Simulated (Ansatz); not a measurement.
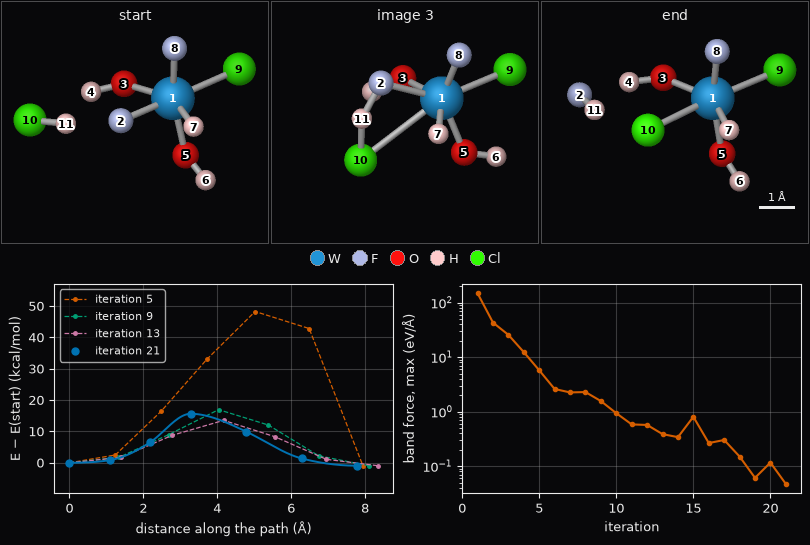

A search for the minimum-energy path of WH₄O₂Cl₂F₂ by the nudged elastic band. Images are numbered from 0 (start) to 6 (end). The plot follows the band through its iterations. A ball-and-stick model, seen face on.

Computed with RKS revPBE-D4/def2-SVP (Ansatz 0.2.0). Set-up: 5 movable images; climbing image; force threshold 0.05 eV/Å; iteration limit 60; starting path through a guess of the saddle point.

### How did the profile develop, and is the result final?

The result is final at these settings. The band converged in 21 iterations. The largest component of the band force went from 150 to 0.047 eV/Å. The climbing image converged on the top of the path. Its vibrational analysis gives one imaginary mode (223i cm⁻¹), as a transition state must have. The first iteration put the highest image at 952.9 kcal/mol. The energy climbs by 15.6 kcal/mol to image 3 and then falls by 16.6 kcal/mol, so the end point sits at −0.9 kcal/mol.

The run took 4.8 min on 4 threads of Arm Neoverse V2 (shared host), peak memory 0.24 GiB.
